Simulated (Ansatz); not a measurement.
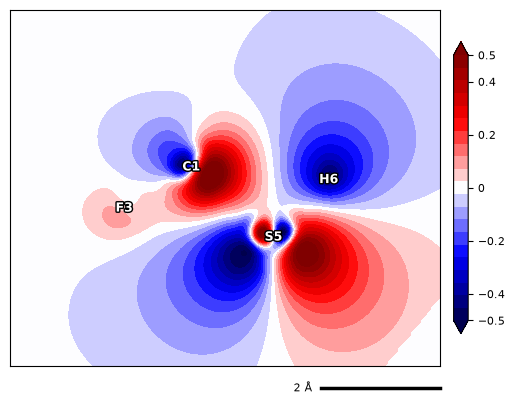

The picture shows: CHF₃S (SMILES FC(F)(F)S). One frontier orbital on the plane of atoms F3, C1 and S5 (values in Å⁻³ᐟ²; the overall sign is arbitrary).

Geometry: B3LYP-D3(BJ)/def2-SVP.

All numbers below come from isolated molecule in a Gaussian basis; Kohn-Sham density functional theory, functional PBE0 in Ansatz.

```yaml
atoms:
  - { symbol: C, position_ang: [-2.7298, 2.4020, 0.2257] }
  - { symbol: F, position_ang: [-3.1978, 1.9270, 1.3851] }
  - { symbol: F, position_ang: [-1.4846, 1.9530, 0.0590] }
  - { symbol: F, position_ang: [-3.4958, 1.8909, -0.7442] }
  - { symbol: S, position_ang: [-2.6810, 4.2244, 0.1880] }
  - { symbol: H, position_ang: [-4.0154, 4.3447, 0.3736] }
```

> Which orbital is it: HOMO or LUMO?

The LUMO, at −0.63 eV. It lies mainly on S5 (about 60 %), H6 (about 20 %) and C1 (about 15 %).
